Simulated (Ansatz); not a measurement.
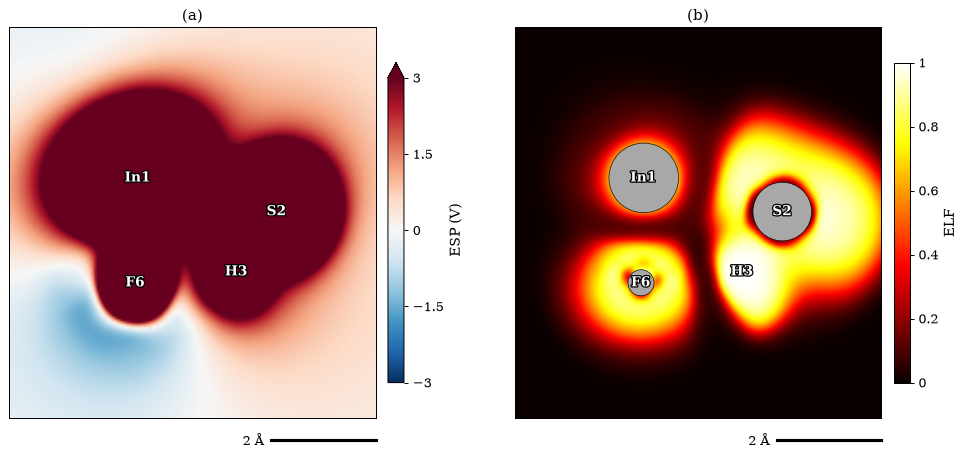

The picture shows: F3H2InS (In(H2S)F3). (a) electrostatic potential; (b) electron localisation function on the plane of atoms In1, S2 and H3. Grey discs cover the atomic cores in the ELF map.

Geometry: PBE-D4/def2-SVP; core potentials replace the inner electrons of In.

These are results of Ansatz 0.2.0, RKS PBE0-D4/def2-TZVP, not measurements.

```xyz
7

In    0.3231   -0.2320   -0.9789
S     0.2442    0.0409    1.7397
H    -0.2639    1.1809    1.1306
H    -0.9709   -0.5815    1.7018
F     2.1584   -0.4148   -1.6542
F    -0.4244    1.6232   -0.7612
F    -1.0665   -1.6168   -1.1776
```

Question: Interpret the plot.

Answer: The section cuts through In, S, H and F sites.
In–S (2.73 Å): the ELF peaks at about 0.90 in the valence shell of S, 0.9 Å from its nucleus, and drops to about 0.15 between the two atoms.
S–H (1.39 Å): the ELF climbs to about 1 towards the hydrogen, as it does in any bond to H: a covalent bond by its length.
In–F (2.01 Å): the ELF peaks at about 0.80 in the valence shell of F, 0.6 Å from its nucleus, and drops to about 0.15 between the two atoms.
The ELF also peaks beside F6 and S2, away from the bonds: lone-pair regions.
Outside the dense part of the molecule the potential is most negative (−1.5 V) near F6.
